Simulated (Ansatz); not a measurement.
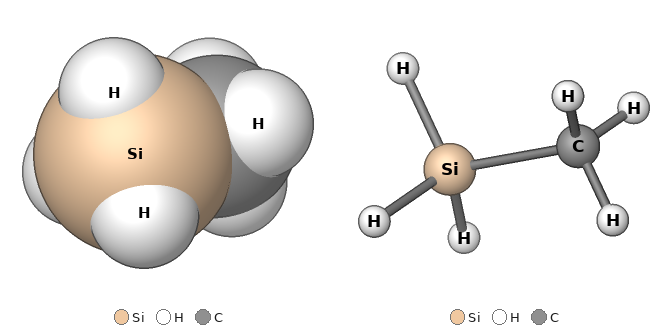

The same structure drawn twice, from different directions.

The geometry was computed by an optimisation with PBE0-D4/def2-TZVP.

Describe the molecule.

The molecule is CH₆Si. This geometry has C3v symmetry. Coordination: 1 Si tetrahedral; 1 C tetrahedral.

The parts below concern this one geometry. Atoms keep their numbers from picture to picture.

## Vibrations

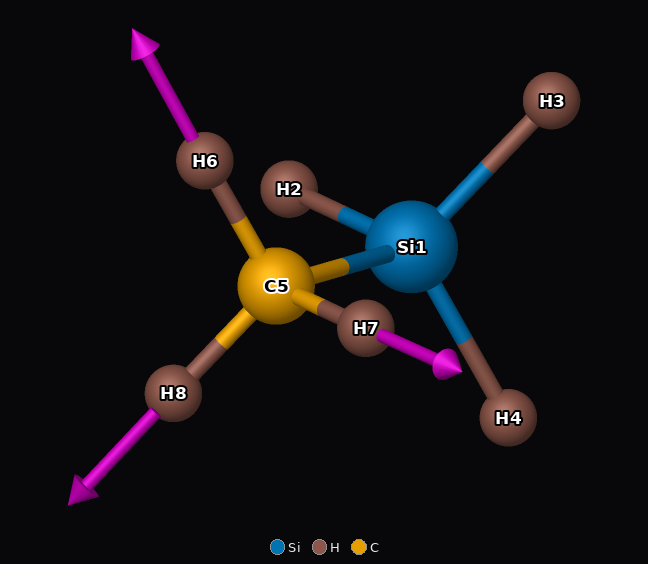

The arrows show one normal mode. Harmonic vibrations computed with RKS PBE0-D4/def2-TZVP (Ansatz 0.2.0) at a stationary point of the same level.

What kind of motion is it?

Answer. Mostly in-phase stretching of 3 C–H bonds.

Estimate its harmonic wavenumber.

Answer. 3055 cm⁻¹; it is mode 16 of 18 counted from the lowest.

## Thermal motion

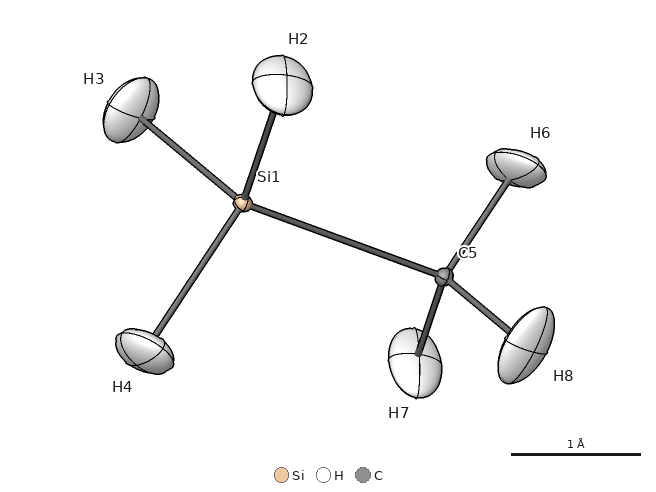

Displacement ellipsoids at the 50 % level, from the internal vibrations of the free molecule (harmonic, no overall translation or rotation; no half-axis is drawn under 0.075 Å). Vibrations computed with RKS PBE0-D4/def2-TZVP (Ansatz 0.2.0). Temperature: 298 K.

Give the displacement parameters, one line for each set of equivalent atoms.

```json
{"atom": "Si1", "U_eq (Å²)": "0.00019", "rms amplitudes (Å)": "0.011, 0.011, 0.018"}
{"atom": "H2, H3, H4", "U_eq (Å²)": "0.0220", "rms amplitudes (Å)": "0.086, 0.156, 0.185"}
{"atom": "C5", "U_eq (Å²)": "0.00070", "rms amplitudes (Å)": "0.020, 0.020, 0.036"}
{"atom": "H6, H7, H8", "U_eq (Å²)": "0.0246", "rms amplitudes (Å)": "0.073, 0.140, 0.222"}
```

## Charges

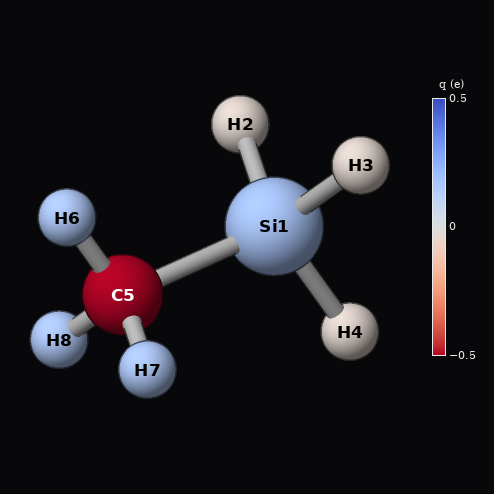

Atoms are coloured by their Mulliken charges. Properties computed with RKS PBE0-D4/def2-TZVP (Ansatz 0.2.0).

List the Mulliken charges.

| atom | value (e) |
| --- | --- |
| Si1 | 0.16 |
| H2 | −0.03 |
| H3 | −0.03 |
| H4 | −0.03 |
| C5 | −0.50 |
| H6 | 0.14 |
| H7 | 0.14 |
| H8 | 0.14 |

Mulliken values depend strongly on the basis set and can even reverse the polarity of a bond.
